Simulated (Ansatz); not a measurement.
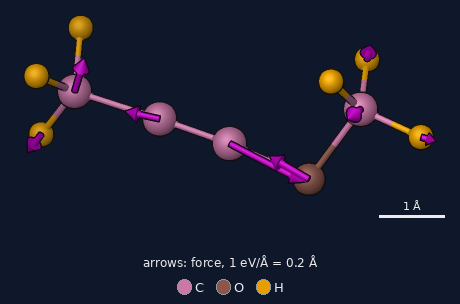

Starting geometry of C$_{4}$H$_{6}$O (coarse preliminary run) with the computed forces as purple arrows. Style: ball-and-stick. Shown at a tilt.

The start comes from a force field.

Level of theory: RKS PBE-D4/def2-SVP in Ansatz. (force threshold 0.03 eV/Å; at most 200 steps)

### Is this structure relaxed? If not, where do the atoms go?

It isn't relaxed: the largest force vector, on a C atom, is 6.91 eV/Å. The final displacements have little in common with the starting forces (cosine between the two patterns 0.29). After 5 geometry steps the energy has fallen by 11.8 kcal/mol. Largest force component: 5.6 eV/Å at the start, 0.016 eV/Å at the end. The atom that moves furthest after the best rigid fit is an H atom (0.15 Å). Largest moves by element: H 0.15 Å, O 0.13 Å, C 0.07 Å. Among the contacts that change: C–O 1.409 → 1.308 Å, C–H 1.046 → 1.111 Å, C–C 1.188 → 1.224 Å, C–H 1.071 → 1.106 Å. Among the angles between lasting bonds that change: C–O–C 106.2° → 115.5°, C–C–H 107.3° → 111.8°, H–C–H 102.9° → 107.3°.
